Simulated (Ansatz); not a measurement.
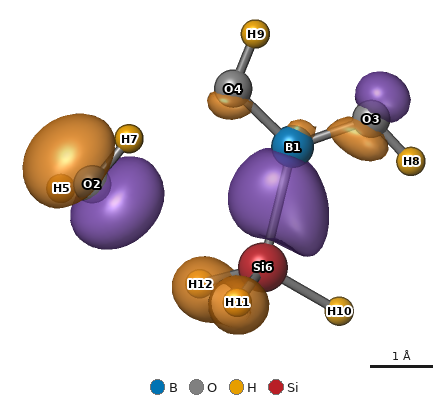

BH5O2Si···H2O. The HOMO−1 at ±0.15 Å⁻³ᐟ² (orange and purple are the two phases), seen across its widest extent.

The product side of a reaction path; geometry: PBE0-D4/def2-TZVP; a saddle point, not a minimum.

These are results of RKS PBE0-D4/def2-TZVPP (Ansatz 0.2.0), not measurements.

Input file:

```
crystal:
  periodic: [false, false, false]
  atoms:
    - {symbol: B, position_ang: [-0.863340, -0.617685, -0.101418]}
    - {symbol: O, position_ang: [1.663685, 1.301915, -1.377236]}
    - {symbol: O, position_ang: [-1.841711, -1.536982, 0.136115]}
    - {symbol: O, position_ang: [-0.828913, -0.073724, -1.354948]}
    - {symbol: H, position_ang: [1.475393, 2.228082, -1.213160]}
    - {symbol: Si, position_ang: [0.494644, -0.060157, 1.312145]}
    - {symbol: H, position_ang: [0.819332, 0.915815, -1.644094]}
    - {symbol: H, position_ang: [-1.836263, -1.884762, 1.030076]}
    - {symbol: H, position_ang: [-1.512862, -0.433524, -1.931937]}
    - {symbol: H, position_ang: [0.027284, -0.651697, 2.605704]}
    - {symbol: H, position_ang: [1.849369, -0.599897, 1.040221]}
    - {symbol: H, position_ang: [0.553481, 1.412519, 1.498732]}
basis:
  gaussian: {orbitals: def2-TZVPP}
hamiltonian: {xc: pbe0, dispersion: d4}
output: {orbitals: {seedname: orbitals}}
```

Run with:

```sh
ansatz run in.yaml --threads 8 --pin off --events-out ev --progress --plain --max-ram 19148MiB
```

Question: What is the character of this orbital?

Answer: Its weight (Hirshfeld) is mainly on O2 (about 45 %), Si6 (about 15 %), B1 (about 10 %) and O3 (about 5 %). Its energy is −8.49 eV.
